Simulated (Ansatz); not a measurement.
## Molecular dynamics of CH6NOSi (part 1 of 2)

- system: CH6NOSi, multiplicity 2
- method: UKS PBE-d3bj/def2-SVP (Ansatz 0.2.0)

The geometry comes from this level: PBE0-D4/def2-TZVP.

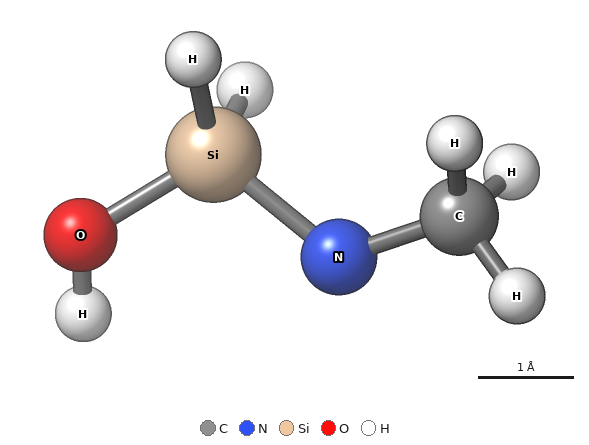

*The structure as given in the input (ball-and-stick view, seen at a tilt).*

### Results in brief

```tsv
quantity	value
outcome	finished
mean temperature over the second half	222 K
trajectory	20 steps, 20 fs
ensemble	nvt_nose_hoover
temperature in the input	300 K
time step	1 fs
potential energy (last step)	−12533.1783 eV
mean-field energy (last step)	−12533.0033 eV
dispersion energy (last step)	−0.1750 eV
⟨S²⟩ (last step)	0.753
SCF solution under orbital rotations (last step)	stable
largest force (length of the vector) (last step)	1.536 eV/Å
dipole moment (last step)	1.89 D
hardware	4 threads of Arm Neoverse V2, 23 GiB of memory available, shared host
wall time	22 s (CPU time 83 s)
peak memory	0.43 GiB
```

### Remarks

So short a trajectory is not equilibrated.

### Input file
```yaml
crystal:
  periodic: [false, false, false]
  atoms:
    - {symbol: C, position_ang: [0.720514, 1.497254, -0.125764]}
    - {symbol: N, position_ang: [0.689120, 0.085734, -0.258941]}
    - {symbol: Si, position_ang: [-0.676148, -0.886493, 0.182261]}
    - {symbol: O, position_ang: [-0.221512, -2.453997, 0.320249]}
    - {symbol: H, position_ang: [0.283518, 1.871125, 0.811976]}
    - {symbol: H, position_ang: [0.117057, 1.943833, -0.934297]}
    - {symbol: H, position_ang: [1.735269, 1.892280, -0.234927]}
    - {symbol: H, position_ang: [-1.260572, -0.523317, 1.499225]}
    - {symbol: H, position_ang: [-1.678276, -0.686752, -0.905419]}
    - {symbol: H, position_ang: [0.374032, -2.790768, -0.351464]}
basis:
  gaussian: {orbitals: def2-SVP}
magnetization: {spin_polarized: true, initial_magnetization: 1}
hamiltonian: {xc: {name: PBE}, dispersion: d3bj}
md: {timestep: 1 fs, n_steps: 20, ensemble: nvt_nose_hoover, temperature: 300, initial_velocities: maxwell_boltzmann, seed: 778}
```

Launch command:
```bash
ansatz run in.yaml --threads 4 --pin off --events-out ev --progress --plain --max-ram 10444MiB
```

### Output
```
Functional definition: PBE
  name "PBE"
  cite "Perdew, Burke & Ernzerhof, Phys. Rev. Lett. 77, 3865 (1996) doi:10.1103/PhysRevLett.77.3865"
  parent pbe
  parameter kappa = 0.804
  parameter beta = 0.06672455060314922
  exchange = pbe_x(kappa = kappa, mu = beta*pi^2/3)
  correlation = pbe_c(beta = beta)
1017 factors; their error is unknown
mean field evaluation 1: about -12522.5515 eV, gradient 5.0e1 eV
mean field evaluation 2: about -12487.9081 eV, gradient 1.0e2 eV
mean field evaluation 4: about -12532.9264 eV, gradient 7.5e0 eV
mean field evaluation 8: about -12533.1752 eV, gradient 2.0e-1 eV
mean field evaluation 16: about -12533.1142 eV, gradient 4.3e-4 eV
mean field -12533.11417866 eV, -460.5834508159 hartree, gradient 3.1e-5 eV, S^2 0.752749; 3 other end points of the search recorded, 0 dependent functions left out
the calculation of the forces begins
reference -12533.11421230 eV, -460.5834520522 hartree; 21, 20 occupied and 69, 70 virtual orbitals, 1017 factors
md step     0: t =     0.00 fs  T =   300.0 K  F+E_penalty+E_count = -12533.29030468 eV  E_kin = 0.310224 eV  conserved = -12532.98008068 eV  (58 SCF iters)
these checks for a lower state are left out or cut short: starts, cluster_reference, orbital_swaps, neighbouring_geometries, increment
1017 factors; their error is unknown
mean field evaluation 32: about -12533.1380 eV, gradient 1.6e-1 eV
mean field -12533.13811255 eV, -460.5843303699 hartree, gradient 2.6e-5 eV, S^2 0.752823; 0 other end points of the search recorded, 0 dependent functions left out
[... from here on the field's lines of each further geometry are left out, up to the last ...]
md step     1: t =     1.00 fs  T =   321.0 K  F+E_penalty+E_count = -12533.31376177 eV  E_kin = 0.331970 eV  conserved = -12532.98179069 eV  (36 SCF iters)
md step     2: t =     2.00 fs  T =   291.4 K  F+E_penalty+E_count = -12533.28150286 eV  E_kin = 0.301379 eV  conserved = -12532.98011995 eV  (36 SCF iters, 3 dispersion substeps)
md step     3: t =     3.00 fs  T =   232.1 K  F+E_penalty+E_count = -12533.21716938 eV  E_kin = 0.240060 eV  conserved = -12532.97710377 eV  (36 SCF iters, 3 dispersion substeps)
md step     4: t =     4.00 fs  T =   184.6 K  F+E_penalty+E_count = -12533.16624056 eV  E_kin = 0.190929 eV  conserved = -12532.97531497 eV  (36 SCF iters, 3 dispersion substeps)
md step     5: t =     5.00 fs  T =   174.7 K  F+E_penalty+E_count = -12533.15644278 eV  E_kin = 0.180677 eV  conserved = -12532.97579024 eV  (35 SCF iters, 3 dispersion substeps)
md step     6: t =     6.00 fs  T =   196.5 K  F+E_penalty+E_count = -12533.18086477 eV  E_kin = 0.203152 eV  conserved = -12532.97777503 eV  (34 SCF iters, 3 dispersion substeps)
md step     7: t =     7.00 fs  T =   222.7 K  F+E_penalty+E_count = -12533.20964913 eV  E_kin = 0.230271 eV  conserved = -12532.97949762 eV  (34 SCF iters, 3 dispersion substeps)
md step     8: t =     8.00 fs  T =   230.3 K  F+E_penalty+E_count = -12533.21745375 eV  E_kin = 0.238125 eV  conserved = -12532.97952253 eV  (35 SCF iters, 3 dispersion substeps)
md step     9: t =     9.00 fs  T =   219.7 K  F+E_penalty+E_count = -12533.20489144 eV  E_kin = 0.227212 eV  conserved = -12532.97795870 eV  (34 SCF iters, 3 dispersion substeps)
md step    10: t =    10.00 fs  T =   211.2 K  F+E_penalty+E_count = -12533.19499395 eV  E_kin = 0.218355 eV  conserved = -12532.97701173 eV  (34 SCF iters, 3 dispersion substeps)
md step    11: t =    11.00 fs  T =   216.7 K  F+E_penalty+E_count = -12533.20158080 eV  E_kin = 0.224043 eV  conserved = -12532.97801575 eV  (34 SCF iters, 3 dispersion substeps)
md step    12: t =    12.00 fs  T =   225.5 K  F+E_penalty+E_count = -12533.21164661 eV  E_kin = 0.233229 eV  conserved = -12532.97901819 eV  (36 SCF iters, 3 dispersion substeps)
md step    13: t =    13.00 fs  T =   224.8 K  F+E_penalty+E_count = -12533.21047316 eV  E_kin = 0.232484 eV  conserved = -12532.97872592 eV  (35 SCF iters, 3 dispersion substeps)
md step    14: t =    14.00 fs  T =   216.4 K  F+E_penalty+E_count = -12533.20084898 eV  E_kin = 0.223764 eV  conserved = -12532.97796721 eV  (35 SCF iters, 3 dispersion substeps)
md step    15: t =    15.00 fs  T =   210.5 K  F+E_penalty+E_count = -12533.19401073 eV  E_kin = 0.217698 eV  conserved = -12532.97734815 eV  (35 SCF iters, 3 dispersion substeps)
md step    16: t =    16.00 fs  T =   216.6 K  F+E_penalty+E_count = -12533.19991258 eV  E_kin = 0.223977 eV  conserved = -12532.97713679 eV  (34 SCF iters, 3 dispersion substeps)
md step    17: t =    17.00 fs  T =   235.9 K  F+E_penalty+E_count = -12533.22070150 eV  E_kin = 0.243929 eV  conserved = -12532.97816295 eV  (34 SCF iters, 3 dispersion substeps)
md step    18: t =    18.00 fs  T =   252.4 K  F+E_penalty+E_count = -12533.23947607 eV  E_kin = 0.260969 eV  conserved = -12532.98011280 eV  (35 SCF iters, 3 dispersion substeps)
md step    19: t =    19.00 fs  T =   240.3 K  F+E_penalty+E_count = -12533.22732447 eV  E_kin = 0.248519 eV  conserved = -12532.98063766 eV  (35 SCF iters, 3 dispersion substeps)
the calculation of the forces begins
reference -12533.00328334 eV, -460.5793754879 hartree; 21, 20 occupied and 69, 70 virtual orbitals, 1017 factors
1017 factors; their error is unknown
mean field -12533.00324871 eV, -460.5793742154 hartree, gradient 2.8e-5 eV, S^2 0.752752; 1 other end points of the search recorded, 0 dependent functions left out
the calculation of the forces begins
reference -12533.00328334 eV, -460.5793754879 hartree; 21, 20 occupied and 69, 70 virtual orbitals, 1017 factors
md step    20: t =    20.00 fs  T =   195.5 K  F+E_penalty+E_count = -12533.17823609 eV  E_kin = 0.202158 eV  conserved = -12532.97812070 eV  (31 SCF iters, 3 dispersion substeps)
```

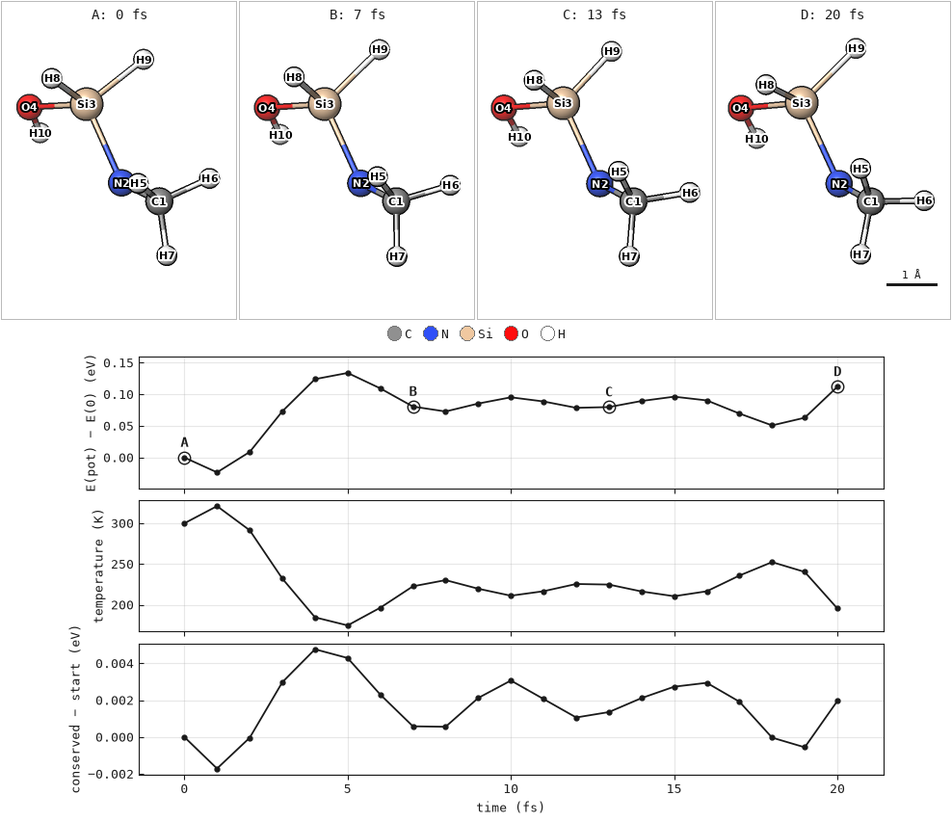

*Frames of the molecular dynamics (ball-and-stick, seen at a tilt) above the curves, on which the letters mark them.*

The trajectory kept here has 21 frames over 20 fs. The temperature starts at 300 K, ranges from 175 to 321 K and averages 222 K over the second half. The potential energy ends 0.112 eV above its first value. The conserved quantity stays within 0.0065 eV. After an unweighted best fit of the last frame on the first, the root-mean-square displacement is 0.24 Å.

```
Total energy: -12533.17827071 eV, -460.5858061553 hartree
Atom 0 at     0.721211     1.499608    -0.067986 Å, force    -0.339872    -1.497904     0.010863 eV/Å
Atom 1 at     0.699678     0.075882    -0.372341 Å, force    -0.544510     0.422106     0.397434 eV/Å
Atom 2 at    -0.708731    -0.865304     0.189349 Å, force    -0.017252    -0.615875     0.062336 eV/Å
Atom 3 at    -0.181177    -2.491329     0.343491 Å, force     0.010590     0.808711    -0.492838 eV/Å
Atom 4 at    -0.022501     1.873881     0.674146 Å, force     0.108599     0.092467     0.029743 eV/Å
Atom 5 at     0.543307     1.979841    -1.029390 Å, force    -0.257491     0.670062    -0.755383 eV/Å
Atom 6 at     1.740216     1.799835     0.185551 Å, force     0.593592     0.269828     0.348928 eV/Å
Atom 7 at    -1.142394    -0.385674     1.601124 Å, force     0.075380    -0.288859    -0.682320 eV/Å
Atom 8 at    -1.897097    -0.757467    -0.845821 Å, force     0.741524     0.052639     0.634747 eV/Å
Atom 9 at     0.462093    -2.692974    -0.379553 Å, force    -0.370559     0.086825     0.446490 eV/Å
Dipole moment:     0.056581     0.355096    -0.162185 e Å
```

### Trajectory as extended XYZ (Å, eV, eV/Å), 21 frames, from step=0 to step=20
```
10
Properties=species:S:1:pos:R:3:forces:R:3 step=0 time_fs=0.0 energy=-12533.29031 temperature=300.0
C     0.7205    1.4973   -0.1258    0.1155  -0.6255   0.0132
N     0.6891    0.0857   -0.2589    0.2923   0.1187  -0.1676
Si   -0.6761   -0.8865    0.1823   -0.2040   0.4871  -0.0242
O    -0.2215   -2.4540    0.3202   -0.1467  -0.8445   0.6475
H     0.2835    1.8711    0.8120   -0.2546   0.2934   0.4803
H     0.1171    1.9438   -0.9343   -0.3047   0.3048  -0.3970
H     1.7353    1.8923   -0.2349    0.5450   0.3140  -0.0773
H    -1.2606   -0.5233    1.4992   -0.1821   0.0790   0.3041
H    -1.6783   -0.6868   -0.9054   -0.2854   0.0965  -0.2748
H     0.3740   -2.7908   -0.3515    0.4247  -0.2234  -0.5043
10
Properties=species:S:1:pos:R:3:forces:R:3 step=1 time_fs=1.0 energy=-12533.31376 temperature=321.0
C     0.7211    1.4916   -0.1249    0.0709   0.1213  -0.2580
N     0.6896    0.0865   -0.2631    0.2404   0.0428  -0.2049
Si   -0.6754   -0.8874    0.1830   -0.6621   0.7430  -0.1248
O    -0.2207   -2.4524    0.3209    0.1611  -1.0630   0.3394
H     0.2657    1.8679    0.8126   -0.2021   0.1954   0.2750
H     0.1192    1.9710   -0.9539    0.1525  -0.0776   0.1655
H     1.7506    1.9028   -0.1989    0.0681   0.0775  -0.1094
H    -1.2743   -0.5009    1.5054   -0.0219  -0.0217   0.0775
H    -1.7189   -0.6930   -0.9041    0.0562   0.0415   0.0101
H     0.3811   -2.7865   -0.3595    0.1369  -0.0591  -0.1705
10
Properties=species:S:1:pos:R:3:forces:R:3 step=2 time_fs=2.0 energy=-12533.28150 temperature=291.4
C     0.7217    1.4860   -0.1243    0.0796   0.8511  -0.3062
N     0.6903    0.0874   -0.2673    0.1892  -0.0250  -0.2350
Si   -0.6749   -0.8880    0.1837   -1.0764   0.9610  -0.1872
O    -0.2197   -2.4514    0.3217    0.5017  -1.2725  -0.0205
H     0.2459    1.8666    0.8158   -0.0896   0.0637  -0.0188
H     0.1227    1.9974   -0.9718    0.4954  -0.4094   0.6080
H     1.7667    1.9140   -0.1639   -0.4108  -0.1666  -0.1610
H    -1.2883   -0.4786    1.5124    0.1352  -0.1241  -0.1418
H    -1.7589   -0.6989   -0.9027    0.3696  -0.0033   0.2502
H     0.3895   -2.7827   -0.3692   -0.1939   0.1250   0.2123
10
Properties=species:S:1:pos:R:3:forces:R:3 step=3 time_fs=3.0 energy=-12533.21717 temperature=232.1
C     0.7223    1.4812   -0.1239    0.0878   1.4296  -0.1678
N     0.6911    0.0882   -0.2717    0.1401  -0.0992  -0.2577
Si   -0.6748   -0.8883    0.1843   -1.3961   1.1167  -0.2148
O    -0.2185   -2.4511    0.3225    0.7134  -1.3703  -0.2561
H     0.2252    1.8659    0.8189    0.0397  -0.0637  -0.3003
H     0.1311    2.0200   -0.9840    0.6826  -0.6371   0.8593
H     1.7788    1.9236   -0.1304   -0.7530  -0.3613  -0.2266
H    -1.3009   -0.4576    1.5180    0.2705  -0.2151  -0.3169
H    -1.7955   -0.7047   -0.8989    0.6203  -0.0340   0.4180
H     0.3961   -2.7778   -0.3768   -0.4053   0.2344   0.4629
10
Properties=species:S:1:pos:R:3:forces:R:3 step=4 time_fs=4.0 energy=-12533.16624 temperature=184.6
C     0.7231    1.4774   -0.1237    0.0662   1.7903   0.0732
N     0.6921    0.0889   -0.2763    0.0942  -0.1902  -0.2740
Si   -0.6751   -0.8882    0.1849   -1.5967   1.1969  -0.2188
O    -0.2168   -2.4517    0.3232    0.7175  -1.3112  -0.2801
H     0.2049    1.8646    0.8190    0.1462  -0.1576  -0.4947
H     0.1459    2.0364   -0.9879    0.7209  -0.7437   0.9117
H     1.7836    1.9298   -0.0991   -0.8962  -0.4763  -0.2892
H    -1.3110   -0.4386    1.5205    0.3722  -0.2855  -0.4269
H    -1.8261   -0.7109   -0.8911    0.7936  -0.0509   0.5075
H     0.3987   -2.7707   -0.3800   -0.4178   0.2280   0.4913
```
